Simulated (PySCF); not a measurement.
CH₇InO₂S, singlet, CAM-B3LYP/def2-SVP optimised geometry. Atoms within 1.6 Å of the plane z = 0.0 Å (x, y, z in Å): In1 (-1.22, -1.16, 0.00), O6 (0.83, -1.16, 0.00), H7 (1.22, -1.60, -0.77), S10 (-0.45, 1.60, 0.00), H11 (0.59, 0.69, -0.07), H12 (-0.67, 1.54, -1.33).

Method: CAM-B3LYP/def2-TZVP, def2 effective core potentials past Kr (PySCF). The core electrons that the potentials of In replace are not part of the density. Cells within 0.4 Å of a nucleus heavier than hydrogen are left out (blank, or x).

Map of the deformation density (molecule minus spherical neutral atoms) (e/bohr³) on the plane z = 0.0 Å:

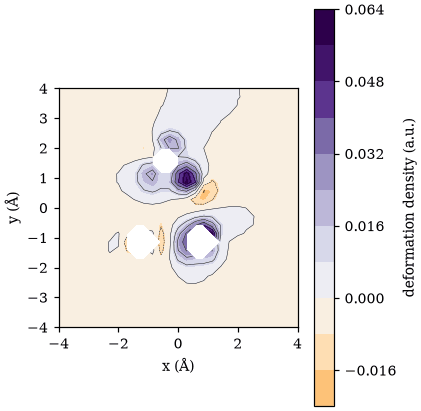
Figure. Deformation density (molecule minus spherical neutral atoms) (e/bohr³) on the plane z = 0.0 Å.
